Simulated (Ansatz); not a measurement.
# Fields on a plane of HgSe (zinc blende)

```yaml
crystal:
  lattice:
    - [0.00000, 3.12999, 3.12999]
    - [3.12999, 0.00000, 3.12999]
    - [3.12999, 3.12999, 0.00000]
  atoms:
    - { symbol: Se, position: [0.75000, 0.75000, 0.75000] }
    - { symbol: Hg, position: [0.00000, 0.00000, 0.00000] }
```

The slice is a {111} plane (indices of the conventional cell) through the point (0.000, 0.000, 0.000) (fractional), spanned by u = [100] and v = [-1 2 0] in vectors of this cell: u (4.43 Å) and v (7.67 Å, at 90° to u). It covers one period; positions are fractions (u, v).

Atoms on it: Hg at (0.00, 0.00); Hg at (0.50, 0.50). Other atoms lie within 1 Å of the plane.

Computed with PBE (plane waves to 420 eV, PAW, scalar-relativistic; Ansatz, an electronic-structure program). k mesh 13×13×13. These are valence fields of a PAW run, semicore shells included where kept as valence: close to a nucleus they are smooth pseudo fields. At this level the bands of HgSe touch or barely overlap. HgSe was relaxed with its symmetry unable to fall. Spin-orbit coupling is left out, though Hg is heavy. The relaxed volume of HgSe is well above the measured one; the method has no dispersion term.

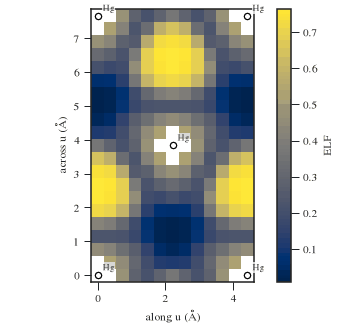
Electron localisation function (ELF), one period of the plane, atoms marked. Points within 0.5 Å of a nucleus are left white, as the pseudised field means little there.

```
v \ u   0.00   0.17   0.33   0.50   0.67   0.83
-----  -----  -----  -----  -----  -----  -----
0.90       x  <-3.0    1.4  <-3.0    1.4  <-3.0
0.80     3.9    4.6    0.7      x    0.7    4.6
0.70     5.9    5.7    4.0    1.9    4.0    5.7
0.60     5.9    4.7  <-3.0      x  <-3.0    4.7
0.50     4.8    3.1      x      x      x    3.1
0.40   <-3.0    1.4  <-3.0      x  <-3.0    1.4
0.30       x    0.7    4.6    3.9    4.6    0.7
0.20     1.9    4.0    5.7    5.9    5.7    4.0
0.10       x  <-3.0    4.7    5.9    4.7  <-3.0
0.00       x      x    3.1    4.8    3.1      x
```

Values: electrostatic potential energy of an electron, from the cell's mean, in eV. Points within 1 Å of a nucleus are blanked (x), as the pseudised field means little there. Values under -3 eV are set to -3. The zero, the cell's mean, hangs on the PAW cores.
